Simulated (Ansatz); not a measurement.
Single-point calculation of SiNH6F

SiNH6F, computed with RKS PBE0-D4/def2-TZVPP (Ansatz 0.2.0).

The geometry is the reactant side of a reaction. The reaction was set up to form Si1–H7 and F2–H6 and to break Si1–F2 and H6–H7 (atoms counted from 1 in the order of the input); sticks are drawn by distance alone. The geometry comes from this level: PBE0-D4/def2-TZVP.

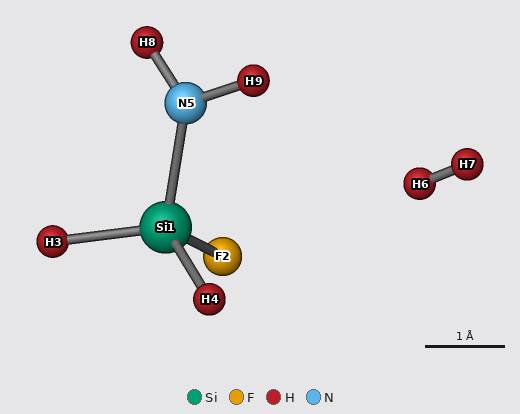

The structure (ball-and-stick view, seen at a tilt; atoms are numbered from 1 in the order of the input). Bond lengths as drawn: F–Si 1.61 Å, H–H 0.75 Å, H–N 1.01 Å, H–Si 1.48 Å and N–Si 1.70 Å.

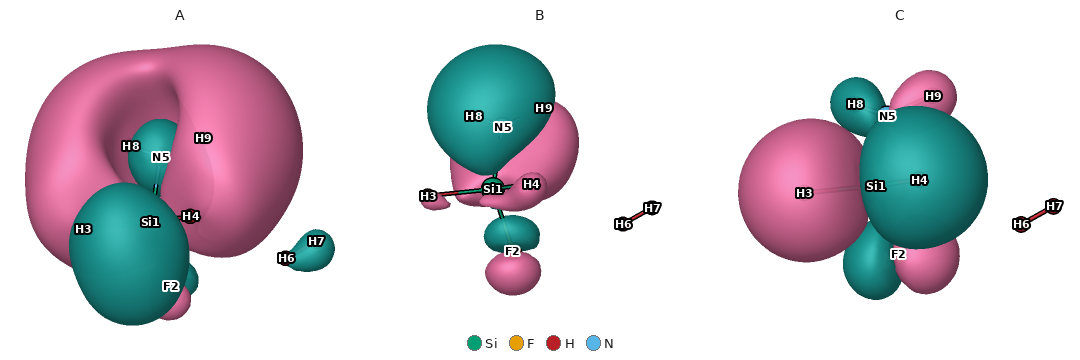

Three frontier orbitals at ±0.06 Å⁻³ᐟ² (teal and pink are the two phases). C is the HOMO−1 (−9.39 eV). It lies mainly on Si1 (35 %), H4 (25 %), H3 (25 %) and F2 (15 %). B is the HOMO (−8.16 eV). A is the LUMO (0.58 eV). Its weight (Hirshfeld) is mainly on Si1 (30 %), H8 (20 %), H9 (20 %) and N5 (15 %). The HOMO–LUMO gap is 8.74 eV between the orbital energies.

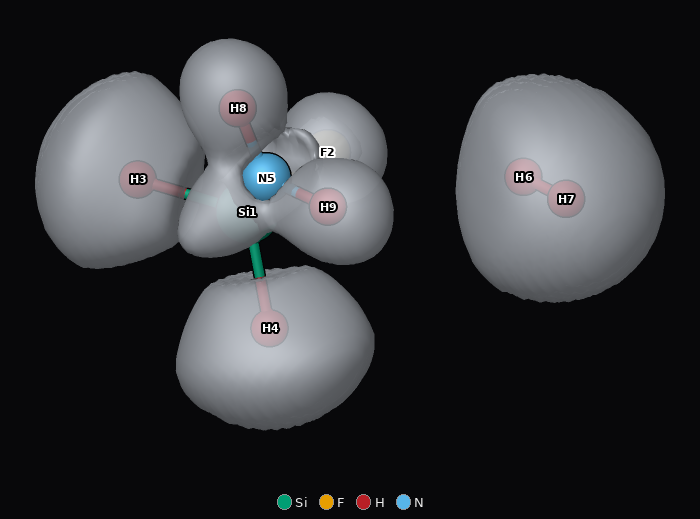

Isosurface of the electron localisation function at 0.8 (grey), seen from the side. Only the valence region is drawn (cores and ρ < 0.01 e/Å³ removed). Along the contacts the grid gives the following. F2···H6 (2.72 Å): the ELF is only about 0 between them; a non-bonded, intermolecular contact. Si–F (1.61 Å): the ELF peaks at about 0.85 between the atoms, which marks a polar covalent bond.

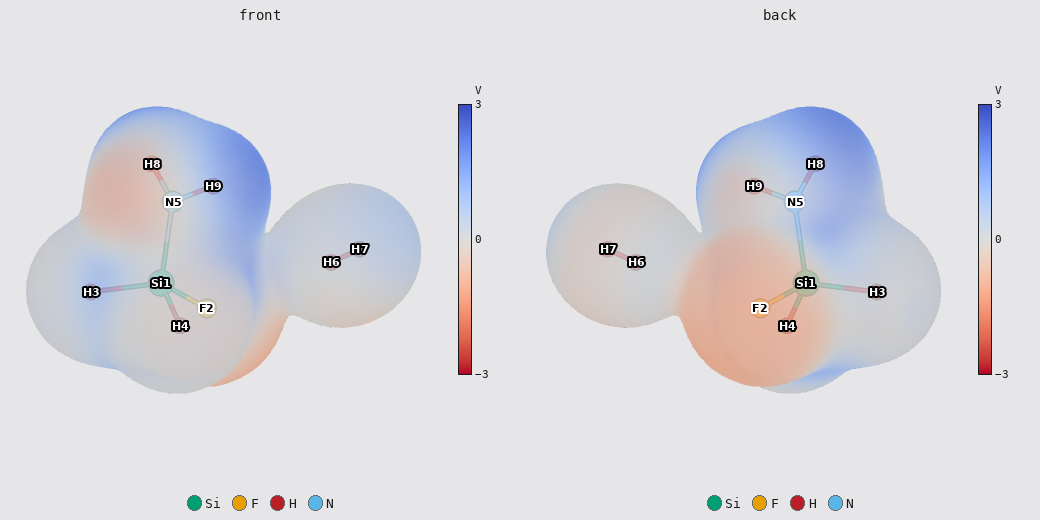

The electrostatic potential painted on the density surface at 0.002 e/bohr³, seen at a tilt and from behind; red is negative and blue positive. A positive charge is drawn to the negative regions and a negative charge to the positive ones.

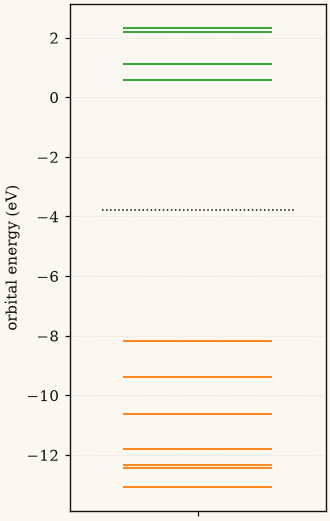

Orbital energies near the frontier; the dotted line parts filled from empty levels, and levels within 0.02 eV of each other stand side by side. Highest filled −8.16 eV, lowest empty 0.58 eV, 8.74 eV apart.

These pictures come from the run below.

## Input file
```yaml
crystal:
  periodic: [false, false, false]
  atoms:
    - {symbol: Si, position_ang: [0.167497, -0.773530, 0.772689]}
    - {symbol: F, position_ang: [1.004105, -1.206500, -0.528435]}
    - {symbol: H, position_ang: [-0.262525, -2.035218, 1.414194]}
    - {symbol: H, position_ang: [1.094619, 0.035212, 1.593545]}
    - {symbol: N, position_ang: [-1.211936, 0.154964, 0.443460]}
    - {symbol: H, position_ang: [1.213867, 1.112180, -1.929162]}
    - {symbol: H, position_ang: [1.208867, 1.845177, -2.072780]}
    - {symbol: H, position_ang: [-2.064100, -0.261658, 0.107355]}
    - {symbol: H, position_ang: [-1.150394, 1.129371, 0.199136]}
basis:
  gaussian: {orbitals: def2-TZVPP}
hamiltonian: {xc: pbe0, dispersion: d4}
output: {orbitals: {seedname: orbitals}}
```

Run as:
```bash
ansatz run in.yaml --threads 2 --pin off --events-out ev --progress --plain --max-ram 4352MiB
```

## Output
```
Functional definition: PBE0
  name "PBE0"
  cite "Adamo & Barone, J. Chem. Phys. 110, 6158 (1999) doi:10.1063/1.478522"
  cite "Perdew, Burke & Ernzerhof, Phys. Rev. Lett. 77, 3865 (1996) doi:10.1103/PhysRevLett.77.3865"
  parent pbe
  parameter a = 0.25
  parameter kappa = 0.804
  parameter beta = 0.06672455060314922
  exchange = (1 - a)*pbe_x(kappa = kappa, mu = beta*pi^2/3) + a*exact_x
  correlation = pbe_c(beta = beta)
956 factors; their error is unknown
mean field evaluation 1: about -12171.9123 eV, gradient 6.2e1 eV
mean field evaluation 2: about -12164.3066 eV, gradient 8.5e1 eV
mean field evaluation 4: about -12178.5113 eV, gradient 2.0e0 eV
mean field evaluation 8: about -12178.5191 eV, gradient 1.9e-2 eV
mean field evaluation 16: about -12178.5487 eV, gradient 1.7e-5 eV
mean field -12178.54873221 eV, -447.5534109918 hartree, gradient 1.7e-5 eV, S^2 0.000000; 0 other end points of the search recorded, 0 dependent functions left out
reference -12178.54876402 eV, -447.5534121609 hartree; 18, 18 occupied and 170, 170 virtual orbitals, 956 factors
Total energy: -12178.64472211 eV, -447.5569385557 hartree
```

## Results in brief

```csv
quantity,value
outcome,converged
total energy,−12178.6447 eV
mean-field energy,−12178.5488 eV
dispersion energy,−0.0960 eV
SCF solution under orbital rotations,stable
HOMO,−8.16 eV
LUMO,0.58 eV
hardware,"2 threads of Arm Neoverse V2, 23 GiB of memory available, shared host"
wall time,1.9 s (CPU time 3.5 s)
peak memory,0.39 GiB
```
